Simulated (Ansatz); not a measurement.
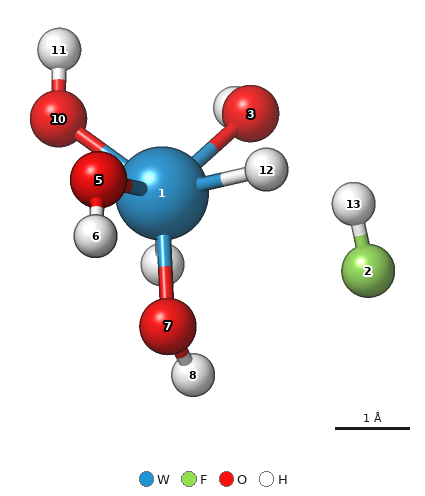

Fig. 1: The structure as given in the input (ball-and-stick view, seen at a tilt; atoms are numbered from 1 in the order of the input). Sticks mark near contacts. Bond lengths as drawn: F–H 0.94 Å, H–O 0.97 Å, H–W 1.71 to 1.72 Å and O–W 1.89 to 1.96 Å.

# WH7O4F: geometry relaxation (part 1 of 2)

The run: geometry relaxation of WH7O4F. Method and program: RKS B3LYP-D4/def2-SVP (Ansatz 0.2.0).

It belongs to a series of runs on one base structure; here: end point B relaxed. Figures and captions count atoms from 1; the log counts them from 0 in places.

### Output
```
The last accepted step is kept in [file] (removed where the run ends without a failure and the disk answers)
Engine: ansatz 0.2.0, aarch64-unknown-linux-gnu
Functional definition: B3LYP
  parameter a0 = 0.2
  parameter ax = 0.72
  parameter ac = 0.81
  exchange = (1 - a0 - ax)*slater_x + ax*b88_x + a0*exact_x
  correlation = (1 - ac)*vwn_rpa_c + ac*lyp_c
1444 factors; integrals over basis functions are off by at most 2.5e-4 eV
mean field evaluation 1: about -12819.6696 eV, gradient 1.1e2 eV
mean field evaluation 2: about -12673.4321 eV, gradient 2.8e2 eV
mean field evaluation 4: about -12838.3219 eV, gradient 2.1e1 eV
mean field evaluation 8: about -12839.1500 eV, gradient 7.7e-1 eV
mean field evaluation 16: about -12839.2172 eV, gradient 1.3e-3 eV
mean field -12839.21715251 eV, -471.8325276209 hartree, gradient 4.8e-5 eV, S^2 0.000000; 0 other end points of the search recorded, 0 dependent functions left out
the calculation of the forces begins
reference -12839.21748438 eV, -471.8325398169 hartree; 31, 31 occupied and 106, 106 virtual orbitals, 1444 factors
relax step   1: F+E_penalty+E_count = -12839.66084704 eV  Δ(F+E_penalty+E_count) = +0.000e0 eV  max|allowed force component| = 2.841e-1 eV/Å  Δτ_max = 0.0000 Å  (33 SCF iters, accepted)
these checks for a lower state are left out or cut short: starts, cluster_reference, orbital_swaps, neighbouring_geometries, increment
1444 factors; integrals over basis functions are off by at most 3.4e-4 eV
mean field -12839.26546500 eV, -471.8343030719 hartree, gradient 1.2e-5 eV, S^2 0.000000; 0 other end points of the search recorded, 0 dependent functions left out
the calculation of the forces begins
reference -12839.26579627 eV, -471.8343152460 hartree; 31, 31 occupied and 106, 106 virtual orbitals, 1444 factors
relax step   2: F+E_penalty+E_count = -12839.70684441 eV  Δ(F+E_penalty+E_count) = -4.600e-2 eV  max|allowed force component| = 1.006e0 eV/Å  Δτ_max = 0.1969 Å  (34 SCF iters, accepted)
these checks for a lower state are left out or cut short: starts, cluster_reference, orbital_swaps, neighbouring_geometries, increment
1444 factors; integrals over basis functions are off by at most 3.9e-4 eV
mean field evaluation 32: about -12839.2993 eV, gradient 8.2e-4 eV
mean field -12839.29927938 eV, -471.8355457275 hartree, gradient 2.1e-5 eV, S^2 0.000000; 0 other end points of the search recorded, 0 dependent functions left out
the calculation of the forces begins
reference -12839.29961067 eV, -471.8355579021 hartree; 31, 31 occupied and 106, 106 virtual orbitals, 1444 factors
relax step   3: F+E_penalty+E_count = -12839.73796442 eV  Δ(F+E_penalty+E_count) = -3.112e-2 eV  max|allowed force component| = 1.023e0 eV/Å  Δτ_max = 0.1559 Å  (34 SCF iters, accepted)
these checks for a lower state are left out or cut short: starts, cluster_reference, orbital_swaps, neighbouring_geometries, increment
1444 factors; integrals over basis functions are off by at most 5.8e-4 eV
mean field -12839.33667193 eV, -471.8369198786 hartree, gradient 2.5e-5 eV, S^2 0.000000; 0 other end points of the search recorded, 0 dependent functions left out
the calculation of the forces begins
reference -12839.33700310 eV, -471.8369320489 hartree; 31, 31 occupied and 106, 106 virtual orbitals, 1444 factors
relax step   4: F+E_penalty+E_count = -12839.77555702 eV  Δ(F+E_penalty+E_count) = -3.759e-2 eV  max|allowed force component| = 5.734e-1 eV/Å  Δτ_max = 0.1012 Å  (34 SCF iters, accepted)
these checks for a lower state are left out or cut short: starts, cluster_reference, orbital_swaps, neighbouring_geometries, increment
1444 factors; integrals over basis functions are off by at most 6.7e-4 eV
mean field -12839.29534528 eV, -471.8354011520 hartree, gradient 1.8e-5 eV, S^2 0.000000; 0 other end points of the search recorded, 0 dependent functions left out
the calculation of the forces begins
reference -12839.29567580 eV, -471.8354132984 hartree; 31, 31 occupied and 106, 106 virtual orbitals, 1444 factors
relax step   5: F+E_penalty+E_count = -12839.72935312 eV  Δ(F+E_penalty+E_count) = +4.620e-2 eV  max|allowed force component| = 1.385e0 eV/Å  Δτ_max = 0.2000 Å  (39 SCF iters, rejected (line search))
these checks for a lower state are left out or cut short: starts, cluster_reference, orbital_swaps, neighbouring_geometries, increment
1444 factors; integrals over basis functions are off by at most 7.4e-4 eV
mean field -12839.35119942 eV, -471.8374537538 hartree, gradient 1.2e-5 eV, S^2 0.000000; 0 other end points of the search recorded, 0 dependent functions left out
the calculation of the forces begins
reference -12839.35153057 eV, -471.8374659232 hartree; 31, 31 occupied and 106, 106 virtual orbitals, 1444 factors
relax step   6: F+E_penalty+E_count = -12839.78958091 eV  Δ(F+E_penalty+E_count) = -1.402e-2 eV  max|allowed force component| = 1.271e-1 eV/Å  Δτ_max = 0.0896 Å  (34 SCF iters, accepted)
these checks for a lower state are left out or cut short: starts, cluster_reference, orbital_swaps, neighbouring_geometries, increment
1444 factors; integrals over basis functions are off by at most 6.9e-4 eV
mean field evaluation 64: about -12839.3511 eV, gradient 2.4e-5 eV
mean field -12839.35105109 eV, -471.8374483030 hartree, gradient 2.4e-5 eV, S^2 0.000000; 0 other end points of the search recorded, 0 dependent functions left out
the calculation of the forces begins
reference -12839.35138162 eV, -471.8374604496 hartree; 31, 31 occupied and 106, 106 virtual orbitals, 1444 factors
relax step   7: F+E_penalty+E_count = -12839.78916644 eV  Δ(F+E_penalty+E_count) = +4.145e-4 eV  max|allowed force component| = 1.585e-1 eV/Å  Δτ_max = 0.0517 Å  (35 SCF iters, rejected (line search))
these checks for a lower state are left out or cut short: starts, cluster_reference, orbital_swaps, neighbouring_geometries, increment
1444 factors; integrals over basis functions are off by at most 7.0e-4 eV
mean field -12839.35381634 eV, -471.8375499238 hartree, gradient 1.7e-5 eV, S^2 0.000000; 0 other end points of the search recorded, 0 dependent functions left out
the calculation of the forces begins
reference -12839.35414743 eV, -471.8375620912 hartree; 31, 31 occupied and 106, 106 virtual orbitals, 1444 factors
relax step   8: F+E_penalty+E_count = -12839.79169845 eV  Δ(F+E_penalty+E_count) = -2.118e-3 eV  max|allowed force component| = 9.372e-2 eV/Å  Δτ_max = 0.0252 Å  (35 SCF iters, accepted)
these checks for a lower state are left out or cut short: starts, cluster_reference, orbital_swaps, neighbouring_geometries, increment
1444 factors; integrals over basis functions are off by at most 6.6e-4 eV
mean field -12839.35628952 eV, -471.8376408117 hartree, gradient 1.8e-5 eV, S^2 0.000000; 0 other end points of the search recorded, 0 dependent functions left out
the calculation of the forces begins
reference -12839.35662039 eV, -471.8376529709 hartree; 31, 31 occupied and 106, 106 virtual orbitals, 1444 factors
relax step   9: F+E_penalty+E_count = -12839.79295714 eV  Δ(F+E_penalty+E_count) = -1.259e-3 eV  max|allowed force component| = 3.208e-2 eV/Å  Δτ_max = 0.0490 Å  (35 SCF iters, accepted)
these checks for a lower state are left out or cut short: starts, cluster_reference, orbital_swaps, neighbouring_geometries, increment
1444 factors; integrals over basis functions are off by at most 6.7e-4 eV
mean field -12839.35682060 eV, -471.8376603283 hartree, gradient 1.7e-5 eV, S^2 0.000000; 0 other end points of the search recorded, 0 dependent functions left out
the calculation of the forces begins
reference -12839.35715141 eV, -471.8376724856 hartree; 31, 31 occupied and 106, 106 virtual orbitals, 1444 factors
relax step  10: F+E_penalty+E_count = -12839.79323174 eV  Δ(F+E_penalty+E_count) = -2.746e-4 eV  max|allowed force component| = 1.592e-2 eV/Å  Δτ_max = 0.0173 Å  (37 SCF iters, accepted)
1444 factors; integrals over basis functions are off by at most 6.7e-4 eV
mean field evaluation 96: about -12839.3563 eV, gradient 4.9e-1 eV
```

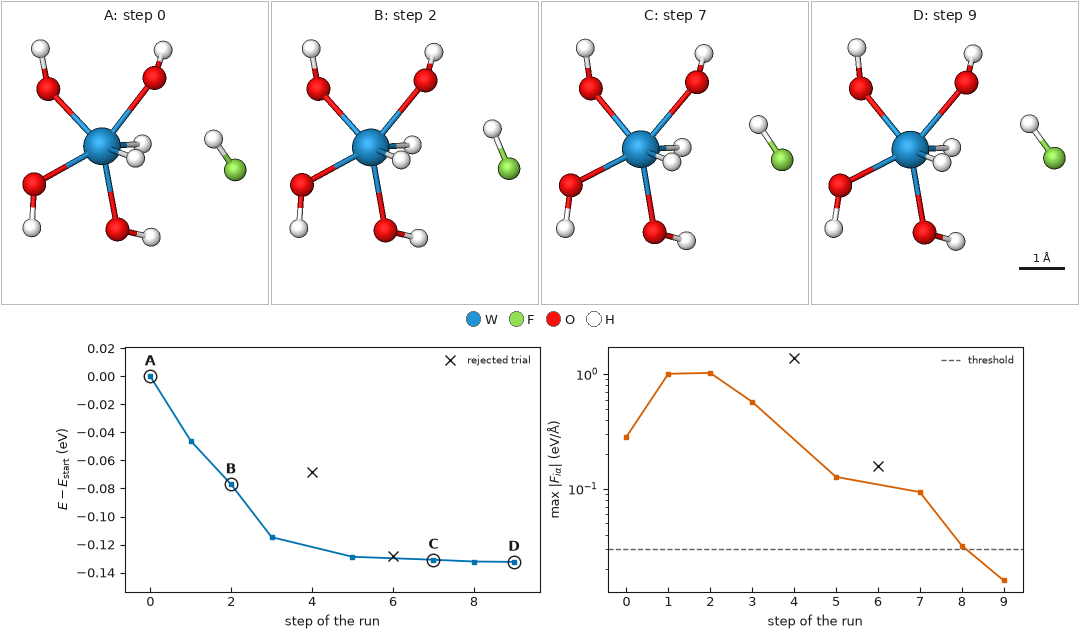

Fig. 2: Frames of the relaxation (ball-and-stick view, seen on its broad side) above the curves, on which the letters mark them (the first geometry is step 0 here and step 1 in the log).

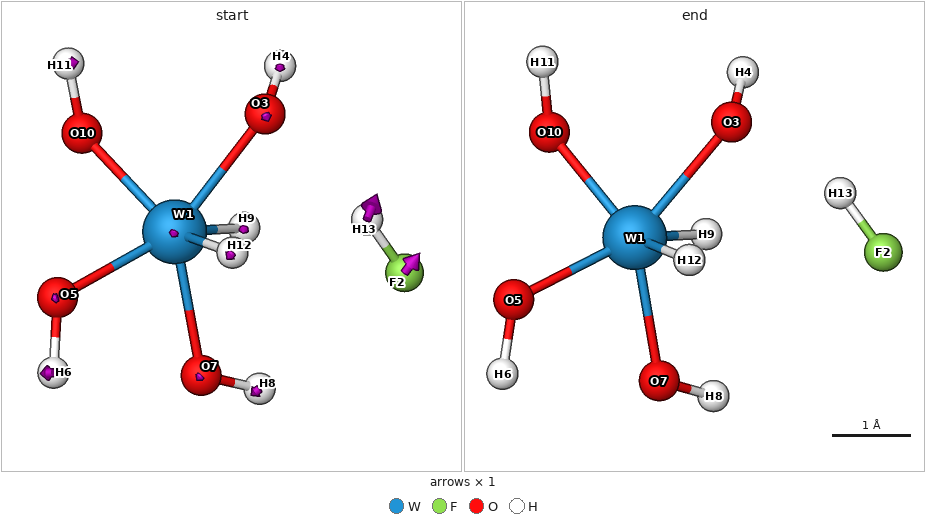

Fig. 3: Before (left) and after (right) the relaxation, at one scale (ball-and-stick view, seen on its broad side). The pink arrows give the displacements, at true length. H13 moves most after the best rigid fit: 0.43 Å. Largest moves by element: H 0.43 Å, F 0.35 Å, O 0.12 Å, W 0.09 Å. Distances before and after: W1–O3 1.960 → 1.986 Å, W1–H12 1.714 → 1.695 Å, W1–O5 1.918 → 1.909 Å, F2–H13 0.939 → 0.947 Å. Among the angles that change: O3–W1–O5 136.0° → 138.1°. After 9 geometry steps the energy has fallen by 0.132 eV. The largest force component goes from 0.28 to 0.016 eV/Å. The line search rejected the trial steps at points 4, 6 (counted from 0) and went back. (Atoms are counted from 1 in the order of the input.)

```
mean field -12839.35682060 eV, -471.8376603283 hartree, gradient 1.7e-5 eV, S^2 0.000000; 1 other end points of the search recorded, 0 dependent functions left out
the calculation of the forces begins
reference -12839.35715141 eV, -471.8376724856 hartree; 31, 31 occupied and 106, 106 virtual orbitals, 1444 factors
Total energy: -12839.79356255 eV, -471.8537102992 hartree
Atom 0 at    -0.010602     0.573839    -0.325857 Å, force    -0.011746     0.007964    -0.007905 eV/Å
Atom 1 at     0.869699    -0.366978     2.672344 Å, force    -0.004016     0.002510     0.006505 eV/Å
Atom 2 at     1.755621    -0.122621     0.258209 Å, force     0.006570    -0.011194     0.007660 eV/Å
Atom 3 at     2.017333    -0.980211    -0.112051 Å, force    -0.001781     0.008552     0.008462 eV/Å
Atom 4 at    -0.727939     2.173979    -1.080877 Å, force     0.007448    -0.012840     0.003458 eV/Å
Atom 5 at    -1.616116     2.475679    -0.835719 Å, force    -0.006594     0.006251    -0.002907 eV/Å
Atom 6 at    -1.716399     0.632128     0.560396 Å, force     0.005182    -0.015923     0.008985 eV/Å
Atom 7 at    -2.007889    -0.162963     1.028327 Å, force     0.003120     0.010560    -0.004907 eV/Å
Atom 8 at    -0.407392    -1.068845    -0.029102 Å, force    -0.001992     0.001944    -0.006129 eV/Å
Atom 9 at     0.554513     0.056215    -2.060493 Å, force     0.004629     0.009098    -0.005707 eV/Å
Atom 10 at     1.458465     0.085300    -2.406180 Å, force    -0.008450    -0.004324     0.005741 eV/Å
Atom 11 at     0.601361     1.591962     0.882695 Å, force     0.001018    -0.000561    -0.001577 eV/Å
Atom 12 at     1.427243    -0.275585     1.912412 Å, force     0.006613    -0.002036    -0.011680 eV/Å
Dipole moment:     0.081063    -0.238965    -0.521629 e Å
```

### Trajectory as extended XYZ (Å, eV, eV/Å), 10 frames, from step=1 to step=10
```
13
Properties=species:S:1:pos:R:3:forces:R:3 step=1 energy=-12839.66085
W     0.0451    0.5026   -0.3368   -0.0764   0.2841   0.0605
F     0.5484   -0.2792    2.5730    0.0228   0.0548   0.0650
O     1.8174   -0.1666    0.1637    0.0400  -0.0945   0.0969
H     2.0639   -1.0476   -0.1625   -0.0097   0.0618   0.0268
O    -0.6680    2.1529   -1.0039    0.0362  -0.0365  -0.0042
H    -1.5093    2.4783   -0.6491   -0.0213   0.0030  -0.0073
O    -1.6480    0.5696    0.5822    0.0364  -0.0209  -0.0180
H    -1.8797   -0.2113    1.1044   -0.0201  -0.0095  -0.0078
H    -0.3636   -1.1455   -0.0710    0.0173  -0.0057   0.0108
O     0.5097    0.0565   -2.1173    0.0260  -0.0022  -0.0335
H     1.3813    0.1234   -2.5347   -0.0318   0.0002   0.0369
H     0.6890    1.4981    0.9010   -0.1529   0.0377  -0.2699
H     1.2118    0.0808    2.0149    0.1335  -0.2722   0.0437
```
